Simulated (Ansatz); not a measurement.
# Σ5 (210) boundary in fcc Rh: structure and resistance, part 2 of 3

Wanted: what the Σ5 (210) boundary in fcc Rh costs an interconnect.

Ansatz 0.2.0; Ansatz plane-wave DFT, r2SCAN, PAW files; relaxation of a bicrystal slab with its lowest layers held; PAW set soft_1 (the session's first sound run).

So far. Step 2 (Relaxing the bicrystal): The largest force component on a free atom ends at 0.024 eV/Å, under the tolerance of 0.03, after 12 steps.

## (3) Transmission across the boundary

This step: Ansatz plane-wave DFT, r2SCAN, PAW files; ballistic transport by layer matching (Landauer), zero bias; boundary relaxed in a short slab, bulk layers laid on; PAW set soft_1 (Ansatz 0.2.0).

System of this step: Σ5 (210) boundary in fcc Rh. The cell holds 48 atoms: 48 Rh. Cell: a = 4.658 Å, b = 3.803 Å, c = 48.350 Å, α = 90.0°, β = 90.0°, γ = 65.9°. It derives from Rh. Regions: lower grain, 20 atoms (20 Rh); boundary, 12 atoms (12 Rh); upper grain, 16 atoms (16 Rh). Vacuum lies along c.

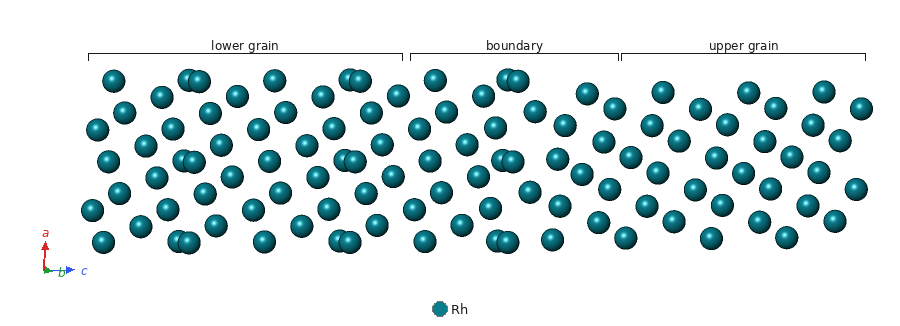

The cell of this step (rhodium blue). 2×1×1 cells are drawn. Some periodic images of atoms are drawn too.

Contents of input.yaml:

```yaml
crystal:
  lattice:
    - [4.6578272204, 0.0, 0.0]
    - [1.5526090735, 3.4717394307, 0.0]
    - [0.0, 0.0, 48.3502255439]
  atoms:
    - { symbol: Rh, position: [-15.6, 7.7999999999, 0.0827297072] }
    - { symbol: Rh, position: [-15.0, 7.4999999999, 0.1003180225] }
    - { symbol: Rh, position: [-14.4, 7.1999999999, 0.1179063378] }
    - { symbol: Rh, position: [-13.8, 6.9, 0.1354946531] }
    - { symbol: Rh, position: [-13.2, 6.6, 0.1530829684] }
    - { symbol: Rh, position: [-12.6, 6.3, 0.1706712837] }
    - { symbol: Rh, position: [-12.0, 6.0, 0.1882595991] }
    - { symbol: Rh, position: [-11.4, 5.7, 0.2058479144] }
    - { symbol: Rh, position: [-10.8, 5.4, 0.2234362297] }
    - { symbol: Rh, position: [-10.2, 5.1, 0.241024545] }
    - { symbol: Rh, position: [-9.6, 4.8, 0.2586128603] }
    - { symbol: Rh, position: [-9.0, 4.5, 0.2762011756] }
    - { symbol: Rh, position: [-8.4, 4.2, 0.293789491] }
    - { symbol: Rh, position: [-7.8, 3.9, 0.3113778063] }
    - { symbol: Rh, position: [-7.2, 3.6, 0.3289661216] }
    - { symbol: Rh, position: [-6.6, 3.3, 0.3465544369] }
    - { symbol: Rh, position: [-6.0, 3.0, 0.3641427522] }
    - { symbol: Rh, position: [-5.4, 2.7, 0.3817310675] }
    - { symbol: Rh, position: [-4.8, 2.4, 0.3993193829] }
    - { symbol: Rh, position: [-4.2, 2.1, 0.4169076982] }
    - { symbol: Rh, position: [0.4, 0.8, 0.4344960135] }
    - { symbol: Rh, position: [0.9984474777, 0.5007762611, 0.4516432184] }
    - { symbol: Rh, position: [0.5999211124, 0.2000394438, 0.4696087068] }
    - { symbol: Rh, position: [0.2066162217, 0.8966918892, 0.4864359542] }
    - { symbol: Rh, position: [0.8031981095, 0.5984009453, 0.5044771473] }
    - { symbol: Rh, position: [0.4044326556, 0.2977836722, 0.5232011898] }
    - { symbol: Rh, position: [-0.005788004, 0.002894002, 0.5365537443] }
    - { symbol: Rh, position: [0.6108006066, 0.6945996967, 0.5608049621] }
    - { symbol: Rh, position: [0.0248461979, 0.9875769011, 0.5854163345] }
    - { symbol: Rh, position: [0.4294452274, 0.2852773863, 0.599176246] }
    - { symbol: Rh, position: [0.8287232122, 0.5856383939, 0.617728885] }
    - { symbol: Rh, position: [0.2347036038, 0.8826481981, 0.6358572478] }
    - { symbol: Rh, position: [-4.3652963963, 2.1826481981, 0.6534455631] }
    - { symbol: Rh, position: [-4.9652963963, 2.4826481981, 0.6710338784] }
    - { symbol: Rh, position: [-5.5652963963, 2.7826481981, 0.6886221937] }
    - { symbol: Rh, position: [-6.1652963963, 3.0826481981, 0.706210509] }
    - { symbol: Rh, position: [-6.7652963963, 3.3826481981, 0.7237988244] }
    - { symbol: Rh, position: [-7.3652963963, 3.6826481981, 0.7413871397] }
    - { symbol: Rh, position: [-7.9652963963, 3.9826481981, 0.758975455] }
    - { symbol: Rh, position: [-8.5652963963, 4.2826481981, 0.7765637703] }
    - { symbol: Rh, position: [-9.1652963963, 4.5826481981, 0.7941520856] }
    - { symbol: Rh, position: [-9.7652963963, 4.8826481981, 0.8117404009] }
    - { symbol: Rh, position: [-10.3652963963, 5.1826481981, 0.8293287163] }
    - { symbol: Rh, position: [-10.9652963963, 5.4826481981, 0.8469170316] }
    - { symbol: Rh, position: [-11.5652963963, 5.7826481981, 0.8645053469] }
    - { symbol: Rh, position: [-12.1652963963, 6.0826481981, 0.8820936622] }
    - { symbol: Rh, position: [-12.7652963963, 6.3826481981, 0.8996819775] }
    - { symbol: Rh, position: [-13.3652963963, 6.6826481981, 0.9172702928] }
kpoints:
  mp_grid: { grid: [7, 7, 1] }
hamiltonian:
  xc: r2scan
  pseudopotentials: { kind: paw, azcp: { folder: soft_1 } }
scf:
  occupations: { method: fermi_dirac, width: 0.1 }
output:
  transmission:
    leads: [[11, 12], [38, 39]]
    kmesh: [18, 18]
    e_range: [-0.1, 0.1]
    de: 0.05
  write_potential: true
  write_density: true
  volumetric_format: npy
  elf: true
```

Command:

```
$ ansatz run input.yaml --threads 4 --pin off --max-ram 15360MiB --backend cpu --events-out ev --progress --plain --runs-dir out
```

Numbers of over 12 decimals in the logs are rounded to 6 here.

Output:

```text
[...]
Crystal: 48 atoms, lattice volume = 781.860 Å³
Basis set: ecut = 500 eV, 19841 PW (Γ), exchange–correlation on 144×120×1440 points (64 copies of the dense FFT grid, shifted against one another)
Bands: 490, of which v1, the nominal top of the filled ones, is band 408 counted from 1 (407 counted from 0)
Symmetry: 2 space group operations
[...]
k-points: 16 of 49 (time reversal used)
[...]
SCF iter   1: F=—  HF=-307944.299413 eV  |F-HF|=—  |Δ(HF+E_count)|=         —  Δρ=8.86e-2  dr2=1.14e2  dr2_τ=1.39e0  ethr=3.10e-3  ⟨swp⟩=6.0  Hψ=25497  notcnv=0  defer=352
[...]
SCF iter  12: F=-307928.877676 eV  HF=-307928.877676 eV  |F-HF|=7.04e-8  |Δ(HF+E_count)|=   2.79e-8  Δρ=2.14e-6  dr2=8.22e-8  dr2_τ=2.62e-9  ethr=1.23e-11  ⟨swp⟩=10.5  Hψ=26882  notcnv=0
SCF 1 converged in 12 iterations: F = -307928.877676 eV  dr2 = 8.22e-8
[...]
transmission: 548 of 5460 steps passed
transmission: 1092 of 5460 steps passed
[...]
transmission: 5460 of 5460 steps passed
WARN: The input density's exchange-correlation potential varies sharply where the density is thin. Do not read a vacuum level from v_tot or v_xc, or from such a field of the output density. On a cell that repeats whose density bears no net charge and no dipole along the vacuum's axis use v_es (v_loc + v_h of the components); under efield.dipole_correction with no amplitude use v_es + v_field, which holds any external [...]
SCF converged after 12 iterations
Free energy (F): -307928.877676 eV
[...]
Internal energy: -307926.656962 eV  (E = F + TS)
E sigma→0 (E₀):  -307927.767319 eV
Entropy (-TS):   -2.220713 eV (-46.265 meV/atom)
Fermi energy:    18.029770 eV
[...]
--- Band table (eV; the first three rows and the last of 16) ---
  k-point 0: bands = [... 404 lower, 17.9650, 18.0052, 18.0164, 18.0456, 18.0900, 18.1192, 18.1528, 18.1870, ... 78 higher]
  k-point 1: bands = [... 404 lower, 17.9413, 17.9922, 18.0289, 18.0527, 18.0888, 18.1028, 18.1349, 18.1773, ... 78 higher]
  k-point 2: bands = [... 404 lower, 17.8248, 17.8764, 17.9411, 17.9935, 18.0356, 18.0908, 18.1124, 18.1282, ... 78 higher]
  k-point 15: bands = [... 404 lower, 18.1868, 18.2258, 18.2334, 18.2546, 18.2739, 18.2809, 18.2852, 18.2911, ... 78 higher]
--- Transmission ---
  basis      : 165 plane waves across, 60 finite elements along
  points     : 91, standing for a mesh of 18 x 18
  energies   : 5 from -0.100000 to 0.100000 eV about the Fermi level, 0.050000 eV apart; the leads are filled to 0.000000 eV, and channels, transmission and decay are at 0.000000 eV
  crystal 0  : Rh3, at the sites [11, 12], period 2.5512 Å, over 17.86 Å; its Hamiltonian steps by up to 11.3 meV
    offset         : up to 0.0000 Å between an atom of the period and one for which it stands
    channels       : 4.895062e0 a spin
    conductance    : none, the energies end too early or step too widely for 300 K: set another output.transmission.e_range or a lower de, or, where they end at an eighth of basis.ecutwfc, a higher one
[...]
channels       : 4.882716e0 a spin
[...]
junction   : crystal 0 to crystal 1, 12.66 to 35.15 Å
    transmission   : 2.850553e0 a spin
[...]
```

Run time: 13 min. Hardware: 4 threads of Intel Xeon Platinum 8488C (Sapphire Rapids), shared host; peak memory 12 GiB; 48 min of CPU time.

Reading the cycles: dr2 is the Hartree energy of the density residual (eV), the measure of convergence; HF is the Harris–Foulkes estimate of the energy, which meets the free energy F at convergence.

This step gave:

```yaml
free_energy: -307928.8777 eV
energy_at_zero_smearing: -307927.7673 eV
fermi_energy: 18.03 eV
cell_area: 16.17 Å²
transmission_per_spin_nearest_the_fermi_level: 2.851
open_channels_per_spin_nearest_the_fermi_level: 4.895
open_channels_per_spin_upper_lead: 4.883
step_of_the_lead_s_potential: 11.3 meV
step_of_the_upper_lead_s_potential: 18.7 meV
```

Per spin. Transmission, zone mean against energy, zero at the Fermi level:

| energy (eV) | transmission, zone mean |
| --- | --- |
| -0.1000 | 2.71 |
| -0.0500 | 2.74 |
| 0.0000 | 2.85 |
| 0.0500 | 2.91 |
| 0.1000 | 2.98 |

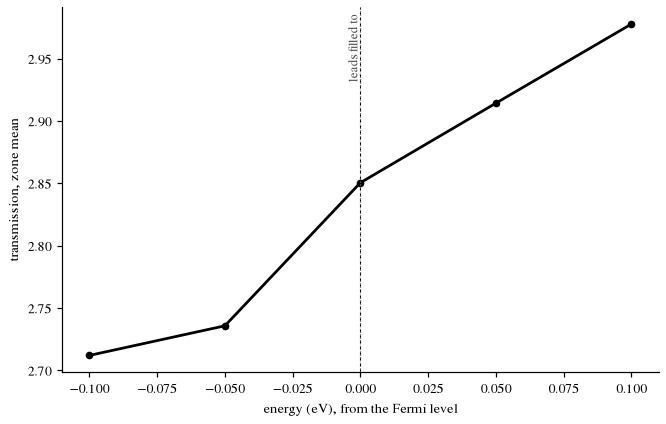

Transmission, zone mean, plotted against energy.

Per spin. Table of open channels, zone mean by energy, zero at the Fermi level:

| energy (eV) | lead | upper lead |
| --- | --- | --- |
| -0.1000 | 4.77 | 4.73 |
| -0.0500 | 4.80 | 4.78 |
| 0.0000 | 4.90 | 4.88 |
| 0.0500 | 4.93 | 4.94 |
| 0.1000 | 5.03 | 5.04 |

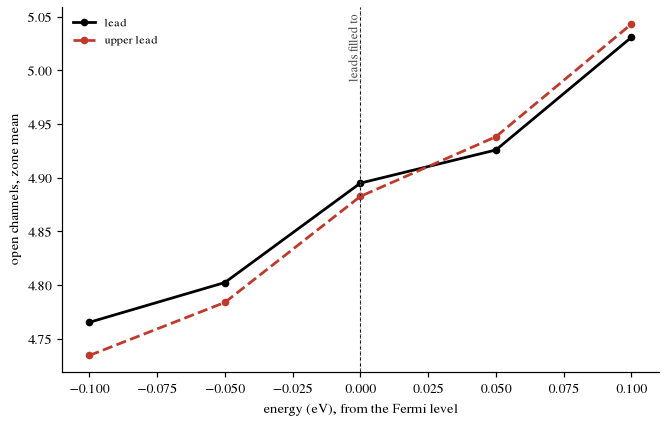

Open channels, zone mean against energy.

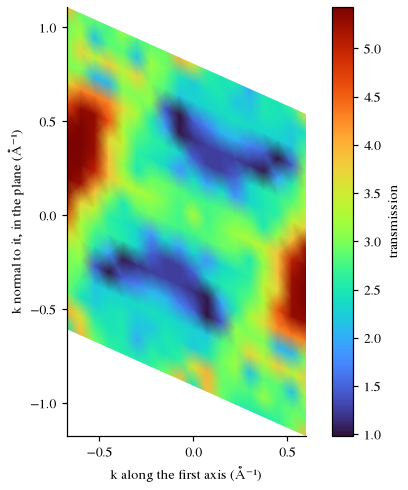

Transmission over k1 and k2. At 0.0000 eV from the Fermi level.

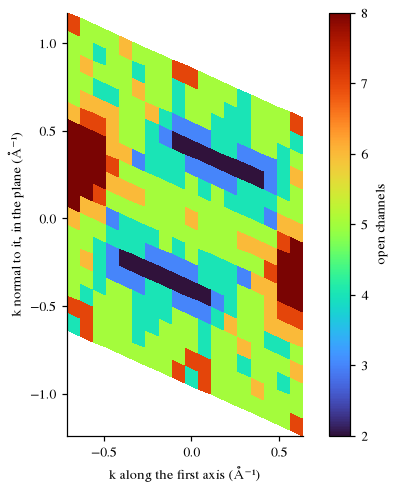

Open channels over k1 and k2. At 0.0000 eV from the Fermi level.

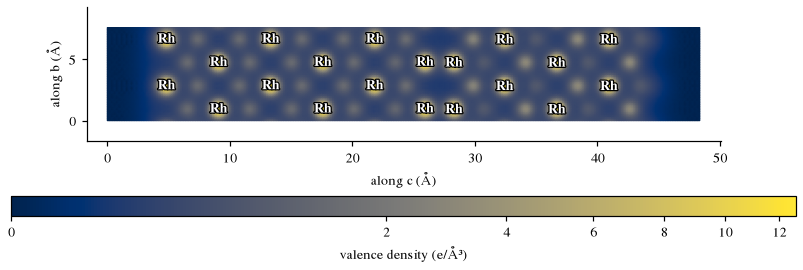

Valence density in the cb plane at fractional x = 0.000, with atoms of Rh within 0.2 Å of it. It is the smooth field of the valence electrons, not physical close to the nuclei. The map starts off the cell's origin, so that atoms lie inside it. The colour scale is stretched toward low values.

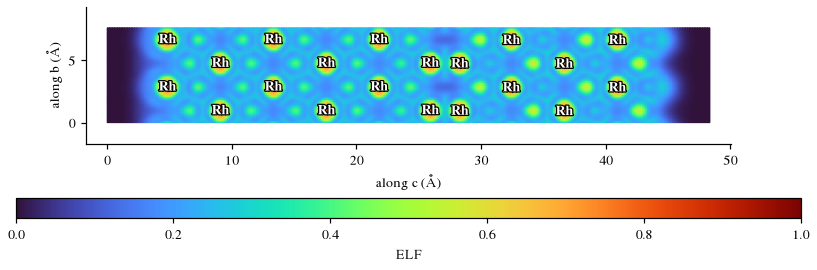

ELF in the cb plane at fractional x = 0.000, with atoms of Rh within 0.2 Å of it. It is the smooth field of the valence electrons, not physical close to the nuclei. The map starts off the cell's origin, so that atoms lie inside it.

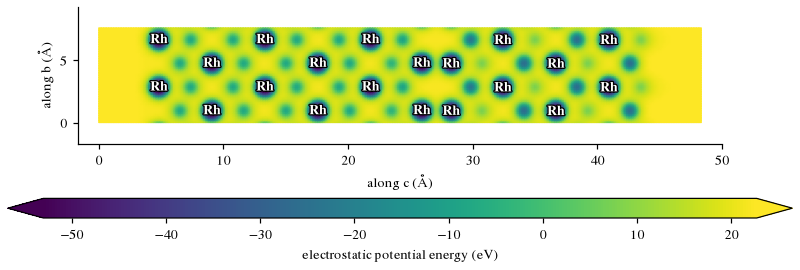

Electrostatic potential energy in the cb plane at fractional x = 0.000, with atoms of Rh within 0.2 Å of it. With pseudopotentials it is smooth inside the atoms' cores, unlike the true potential. The map starts off the cell's origin, so that atoms lie inside it.

Over the solved energies the transmission per spin lies between 2.71 and 2.98, out of 4.88 channels of the lead on average (up to 5.03).

## (4) Specific resistance

This step: Ansatz plane-wave DFT, r2SCAN, PAW files; ballistic transport by layer matching (Landauer), zero bias; specific resistance of the boundary; PAW set soft_1 (Ansatz 0.2.0).

Numbers from this step:

| Quantity | Value |
| --- | --- |
| area resistance | 0.3077 fΩ m² |
| T over the leads' mean channel count | 0.5816 |

Averaged over the energies near the Fermi level, 58.2 % of the channels pass, which makes 0.308 fΩ m².

By hand, with T and the leads' channels N averaged over the energies near the Fermi level: RA = A (h/2e²)(1/T − ½[1/N₁ + 1/N₂]) = 16.17×10⁻²⁰ m² × 12 906 Ω × (1/2.838 − ½[1/4.884 + 1/4.877]) = 0.308 fΩ m².

(Continued in part 3 of 3.)

[Logs are printed without paths, hosts, clocks, repeated set-up lines and the standing remarks that a program may print on its own settings, such as how far it seeks lower states.]

[Hosts, paths, dates, database ids (printed as entryN), source tags and the programs' standing remarks are cut or masked in the printed files.]
